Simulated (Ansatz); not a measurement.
NH3

The calculation's input:

```
crystal:
  periodic: [false, false, false]
  atoms:
    - {symbol: N, position_ang: [0.036102, -0.168692, 0.817750]}
    - {symbol: H, position_ang: [0.502527, 0.716766, 0.989484]}
    - {symbol: H, position_ang: [0.165330, -0.330696, -0.193195]}
    - {symbol: H, position_ang: [-0.954473, 0.033322, 0.912784]}
basis:
  gaussian: {orbitals: "def2-TZVPPD.json"}
hamiltonian: {xc: pbe0, dispersion: d4}
output: {orbitals: {seedname: orbitals}}
```

Run with:

```sh
ansatz run in.yaml --threads 2 --pin off --events-out ev --progress --plain --max-ram 5222MiB
```

Geometry: PBE0-D4/def2-TZVPD.

These are results of Ansatz 0.2.0, RKS PBE0-D4/def2-TZVPPD, not measurements.

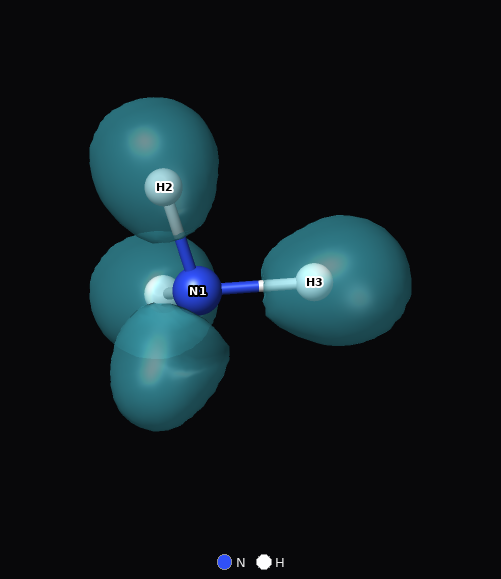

Figure 1. Isosurface of the electron localisation function at 0.9 (cyan), seen at an oblique angle. Core shells and regions of very low density are left out.

> Where are the electrons localised?

The ELF exceeds this value in three regions around hydrogen nuclei and one lobe on N, pointing away from the bonds (lone pairs).


N–H (1.02 Å): the ELF climbs to about 1 towards the hydrogen, as it does in any bond to H (an ordinary covalent bond to hydrogen).

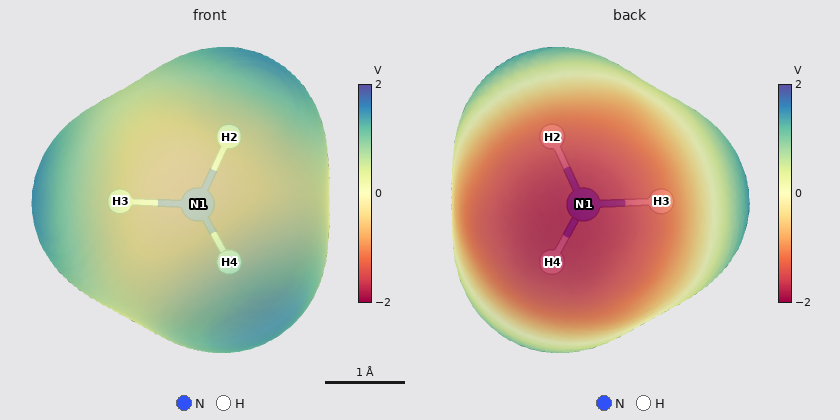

Figure 2. The electrostatic potential painted on the density surface at 0.002 e/bohr³, seen from the front and from behind; red is negative and blue positive.

> Describe the electrostatic potential map.

The most negative region (about −1.9 V) lies over N1, the most positive (about +1.5 V) over H2, H3 and H4. N1 is the likeliest acceptor of a hydrogen bond.

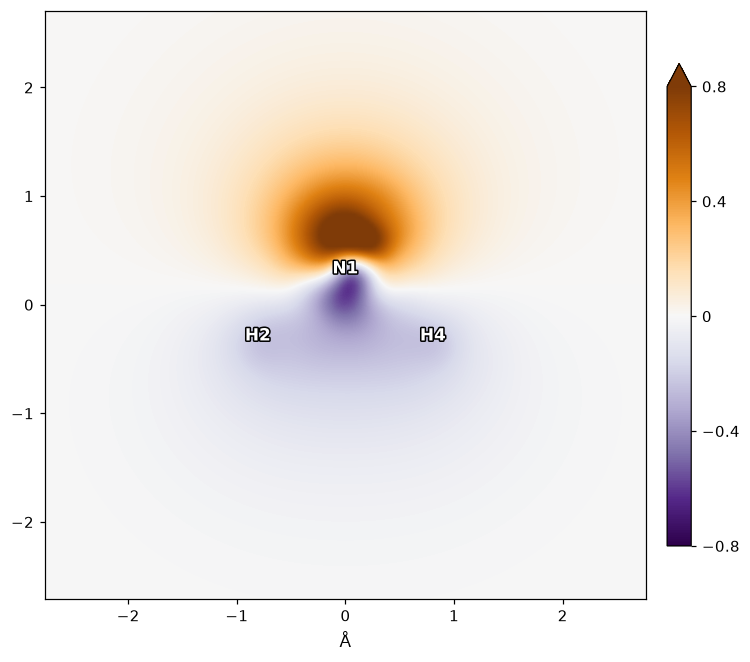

Figure 3. The HOMO on the plane of atoms H2, N1 and H4 (values in Å⁻³ᐟ²; the overall sign is arbitrary).

> Describe this orbital and give its energy.

By Hirshfeld shares it lies mainly on N1 (about 80 %), H2 (about 5 %), H3 (about 5 %) and H4 (about 5 %); largely a lone pair of N1. Its energy is −7.87 eV.
